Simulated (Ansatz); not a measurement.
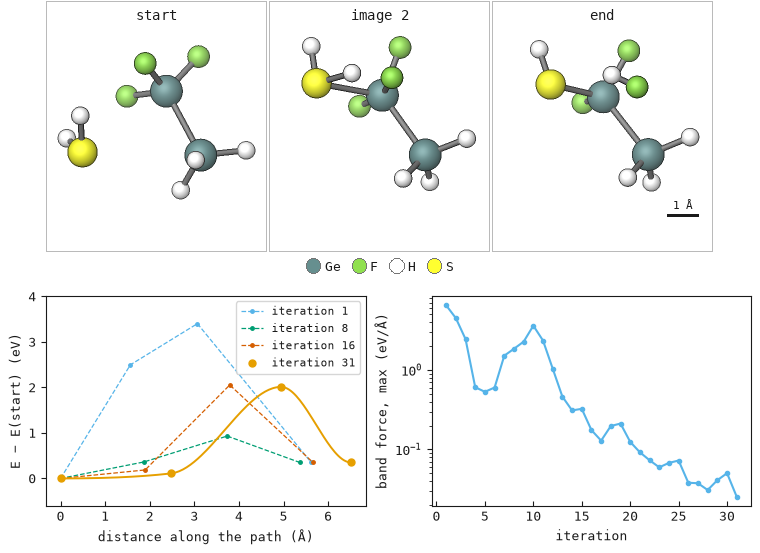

A search for the minimum-energy path of Ge2H5SF3, made up at the start of Ge2H3F3 and H₂S by the nudged elastic band. Images are numbered from 0 (start) to 3 (end). The plot follows the band through its iterations. A ball-and-stick model, seen at a tilt.

All numbers below come from RHF/def2-SVP (Ansatz). Set-up: 2 movable images; climbing image; force threshold 0.05 eV/Å; iteration limit 60; starting path through a guess of the saddle point.

How did the profile develop, and is the result final?

Answer. The run is converged, with reservations. The band converged in 31 iterations. The largest component of the band force went from 6.5 to 0.025 eV/Å. The climbing image converged on the top of the path. Its curvatures weren't checked. So few images resolve the path coarsely. The first iteration put the highest image at 3.40 eV. Forward barrier 2.01 eV, backward barrier 1.66 eV, with image 2 at the top; the reaction energy is +0.35 eV.

Limits of the set-up: the start holds two separate molecules, 2.8 Å apart at their closest, whose relative position is a soft coordinate and is computed without a dispersion correction; Hartree-Fock leaves out electron correlation.

The run took 110 s on 4 threads of Arm Neoverse V2 (shared host), peak memory 0.52 GiB.
